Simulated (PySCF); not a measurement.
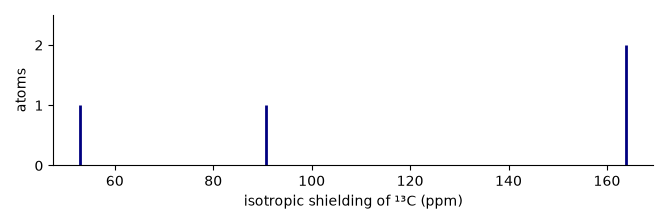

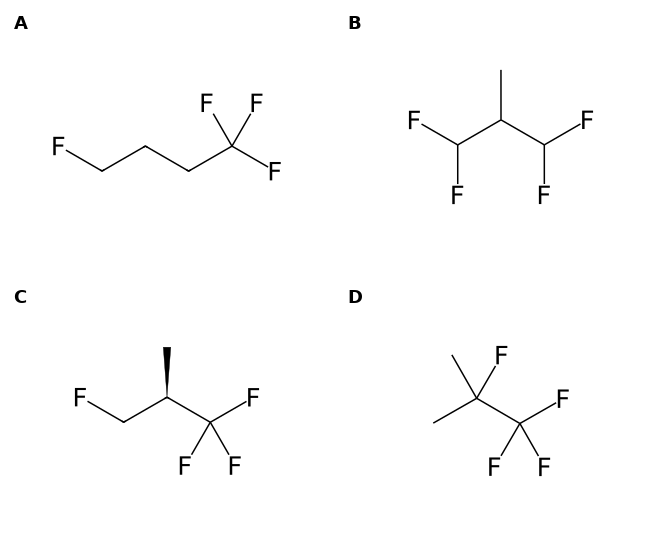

The sticks are computed shieldings of one of the molecules, for one fixed geometry (GFN2-xTB) without averaging over rotations. Low shielding means a high chemical shift. Method: GIAO PBE0/pcSseg-1 NMR shielding, non-relativistic, gas phase (PySCF 2.14.0).

### Which molecule gives this pattern?

D, `CC(C)(F)C(F)(F)F`. Its 4 C atoms give lines at 53.0, 90.8, 163.8 (2 atoms) ppm.
